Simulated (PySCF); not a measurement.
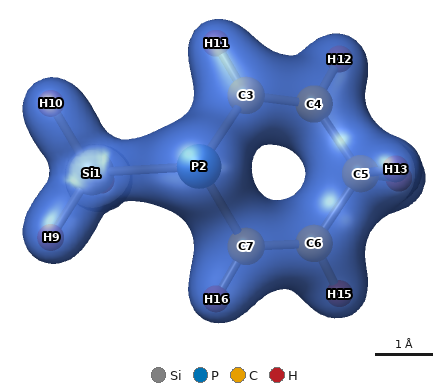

Figure 1: C5H9PSi. Isosurface of the electron density at 0.4 e/Å³ (blue), seen across its widest extent.

Geometry: GFN2-xTB.

Level of theory: PBE0/pcSseg-1, SCF density, gas phase, non-relativistic in PySCF.

```csv
atom,x (Å),y (Å),z (Å)
Si,2.6850,0.1139,-0.1428
P,0.7290,-0.0116,-1.2323
C,-0.1391,1.3355,-0.4012
C,-1.3269,1.2000,0.1734
C,-2.1001,-0.0837,0.2324
C,-1.2165,-1.2951,0.2639
C,-0.0194,-1.3662,-0.3028
H,2.5710,0.1618,1.3177
H,3.4536,-1.0697,-0.5285
H,3.3483,1.3292,-0.6156
H,0.3599,2.2959,-0.4289
H,-1.7974,2.0514,0.6494
H,-2.7560,-0.1446,-0.6462
H,-2.7491,-0.0807,1.1125
H,-1.6117,-2.1484,0.8012
H,0.5620,-2.2786,-0.2637
```

Question: How is the density connected at this value?

Answer: At this value the surface is in one piece. It bridges the sampled C–C (1.33 Å), C–P (1.81 Å), Si–P (2.24 Å) and C–H (1.08 Å) contacts, where the density stays above the isovalue. On the grid the lowest density along these lines, outside the cores, is 2.3 e/Å³ (C–C, 1.33 Å), 1.1 e/Å³ (C–P, 1.81 Å), 0.65 e/Å³ (Si–P, 2.24 Å) and 1.9 e/Å³ (C–H, 1.08 Å).
